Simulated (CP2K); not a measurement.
# GFN2-xTB run of BH2O (SMILES B[O])

What is the energy change on altering one bond length of BH2O at GFN2-xTB? 

The calculation is run with CP2K 2026.2.

3 further runs of the same task are left out: 1 that didn't finish, 2 set aside as unsound or not needed.

## 1. The system as given

BH2O: 4 atoms, total charge 0, spin state doublet. As SMILES, `B[O]`. The coordinates come from a PBE0-D4/def2-TZVP relaxation.

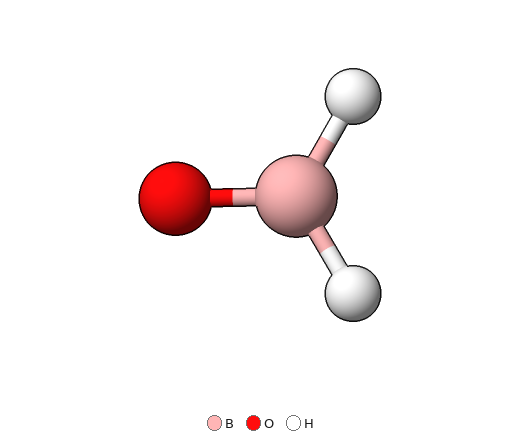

The structure, seen from a chosen angle (boron pink, oxygen red, hydrogen white).

## 2. The energy at GFN2-xTB

The input, qs.inp:

```
&GLOBAL
  PROJECT qs
  RUN_TYPE ENERGY
  PRINT_LEVEL MEDIUM
&END GLOBAL

&FORCE_EVAL
  METHOD QUICKSTEP
  &DFT
    MULTIPLICITY 2
    UKS T
    &QS
      METHOD XTB
      EPS_DEFAULT 1.0E-10
      &XTB
        GFN_TYPE TBLITE
        &TBLITE
          METHOD GFN2
        &END TBLITE
        CHECK_ATOMIC_CHARGES F
      &END XTB
    &END QS
    &POISSON
      PERIODIC NONE
      POISSON_SOLVER ANALYTIC
    &END POISSON
    &SCF
      SCF_GUESS ATOMIC
      EPS_SCF 1.0E-07
      MAX_SCF 150
      ADDED_MOS 8
      &DIAGONALIZATION
        ALGORITHM STANDARD
      &END DIAGONALIZATION
      &MIXING
        METHOD DIRECT_P_MIXING
        ALPHA 0.4
      &END MIXING
      &SMEAR ON
        METHOD FERMI_DIRAC
        ELECTRONIC_TEMPERATURE [K] 300
        FIXED_MAGNETIC_MOMENT 1.0
      &END SMEAR
    &END SCF
    &PRINT
      &MOMENTS
        PERIODIC F
        REFERENCE COM
        MAX_MOMENT 1
      &END MOMENTS
      &MO ON
        ENERGIES T
        OCCUPATION_NUMBERS T
        NDIGITS 6
        &EACH
          QS_SCF 0
        &END EACH
        ADD_LAST NUMERIC
      &END MO
      &HIRSHFELD OFF
      &END HIRSHFELD
    &END PRINT
  &END DFT
  &SUBSYS
    &CELL
      ABC 10.1 9.5 9.5
      PERIODIC NONE
    &END CELL
    &COORD
      B      5.062550     4.594300     4.813250
      O      6.088950     4.263800     5.505250
      H      4.011050     4.016900     4.979950
      H      5.147550     5.483100     3.994750
    &END COORD
  &END SUBSYS
&END FORCE_EVAL
```

The run is started by

```
$ OMP_NUM_THREADS=1 cp2k.psmp qs.inp > qs.out
```

The program printed, shortened:

```text
CP2K| version string:                                       CP2K version 2026.2
[...]
 GLOBAL| Method name                                                        CP2K
[...]
 GLOBAL| Run type                                                         ENERGY
[...]
 *** WARNING in qs_environment.F:2191 :: More ADDED_MOs requested for beta ***
 *** spin than available.                                                  ***
[...]
                             - Atoms:                                          4
[...]
                             - Spherical basis functions:                     10
[...]
 Number of electrons:                                                          6
[...]
  *** SCF run converged in    17 steps ***
[...]
  Fermi energy:                                                -0.32516173948307
[...]
 TB_DIPOLE| Moment [Debye]         -1.83880156       0.59221869      -1.23984314
 TB_DIPOLE| Derivative [a.u.]       0.00000000       0.00000000       0.00000000
[...]
 ENERGY| Total FORCE_EVAL ( QS ) energy [hartree]             -6.289558210470904
[...]
```

Run time: 0.28 s. Hardware: 1 thread of Arm Neoverse V1, shared host.

## 3. The distorted shape

The input, run.inp:

```
&GLOBAL
  PROJECT_NAME run
  RUN_TYPE ENERGY
  PRINT_LEVEL MEDIUM
&END GLOBAL

&FORCE_EVAL
  METHOD QS
  &DFT
    MULTIPLICITY 2
    SPIN_POLARIZED T
    &QS
      METHOD XTB
      EPS_DEFAULT 1.0E-10
      &XTB
        GFN_TYPE TBLITE
        &TBLITE
          METHOD GFN2
        &END TBLITE
        CHECK_ATOMIC_CHARGES F
      &END XTB
    &END QS
    &POISSON
      PERIODIC NONE
      POISSON_SOLVER ANALYTIC
    &END POISSON
    &SCF
      SCF_GUESS ATOMIC
      EPS_SCF 1.0E-07
      MAX_SCF 150
      ADDED_MOS 8
      &DIAGONALIZATION
        ALGORITHM STANDARD
      &END DIAGONALIZATION
      &MIXING
        METHOD DIRECT_P_MIXING
        ALPHA 0.4
      &END MIXING
      &SMEAR ON
        METHOD FERMI_DIRAC
        ELECTRONIC_TEMPERATURE [K] 300
        FIXED_MAGNETIC_MOMENT 1.0
      &END SMEAR
    &END SCF
    &PRINT
      &MOMENTS
        PERIODIC F
        REFERENCE COM
        MAX_MOMENT 1
      &END MOMENTS
      &MO ON
        ENERGIES T
        OCCUPATION_NUMBERS T
        NDIGITS 6
        &EACH
          QS_SCF 0
        &END EACH
        ADD_LAST NUMERIC
      &END MO
      &HIRSHFELD OFF
      &END HIRSHFELD
    &END PRINT
  &END DFT
  &SUBSYS
    &CELL
      ABC 10.6 9.8 9.5
      PERIODIC NONE
    &END CELL
    &COORD
      B      5.575428     4.888652     4.813250
      O      6.601828     4.558152     5.505250
      H      3.998172     4.022548     5.063301
      H      5.660428     5.777452     3.994750
    &END COORD
  &END SUBSYS
&END FORCE_EVAL
```

The run is started by

```
$ OMP_NUM_THREADS=1 cp2k.psmp -i run.inp -o run.out
```

The program printed, shortened:

```text
CP2K| version string:                                       CP2K version 2026.2
[...]
 GLOBAL| Method name                                                        CP2K
[...]
 GLOBAL| Run type                                                         ENERGY
[...]
 *** WARNING in qs_environment.F:2191 :: More ADDED_MOs requested for beta ***
 *** spin than available.                                                  ***
[...]
                             - Atoms:                                          4
[...]
                             - Spherical basis functions:                     10
[...]
 Number of electrons:                                                          6
[...]
  *** SCF run converged in    22 steps ***
[...]
  Fermi energy:                                                -0.32629027335987
[...]
 TB_DIPOLE| Moment [Debye]         -2.00156292       0.45335625      -1.16673262
 TB_DIPOLE| Derivative [a.u.]       0.00000000       0.00000000       0.00000000
[...]
 ENERGY| Total FORCE_EVAL ( QS ) energy [hartree]             -6.254361549531657
[...]
```

Wall time 0.3 s (1 thread of Arm Neoverse V1, shared host).

## 4. Outcome

Level: GFN2-xTB.

```
                                                         quantity         value
                                        first shape: total energy   -6.28956 Eh
           first shape: dipole moment (from atomic charges alone)        2.30 D
                  first shape: HOMO energy (highest over α and β)     -11.16 eV
                   first shape: LUMO energy (lowest over α and β)     -10.35 eV
                                   first shape: dispersion energy  -1.61 kJ/mol
                                    distorted shape: total energy   -6.25436 Eh
       distorted shape: dipole moment (from atomic charges alone)        2.36 D
              distorted shape: HOMO energy (highest over α and β)     -11.67 eV
               distorted shape: LUMO energy (lowest over α and β)     -10.25 eV
                               distorted shape: dispersion energy  -2.36 kJ/mol
energy change with the B1–H3 bond stretched from 1.211 to 1.817 Å      0.958 eV
```

In words: With the B1–H3 bond stretched from 1.211 to 1.817 Å the energy rises by 0.96 eV (22.1 kcal/mol). The first shape isn't relaxed at this level, so the change isn't measured from a minimum. The dipole (first shape) comes from point charges on the atoms alone, without atomic dipoles, so it is partial. The dipole (distorted shape) comes from point charges on the atoms alone, without atomic dipoles, so it is partial.
